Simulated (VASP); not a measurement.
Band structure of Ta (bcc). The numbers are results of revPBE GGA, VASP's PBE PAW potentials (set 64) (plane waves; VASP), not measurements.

Unless said otherwise, spin-orbit coupling is left out, though it shifts the bands of the heavy elements here.

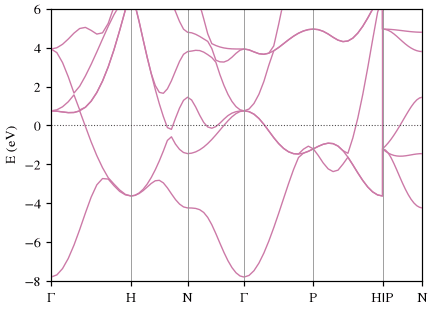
Fig. 1. Bands along high-symmetry lines, zero at the valence-band maximum or, without a gap, the Fermi level

Q: Read the plot: is there a gap, and where are the band edges?

A: It has no gap at this level: it comes out as a metal or semimetal. (Edges off the drawn lines would not show.)

The compound is Ta in the bcc structure. It was relaxed first.
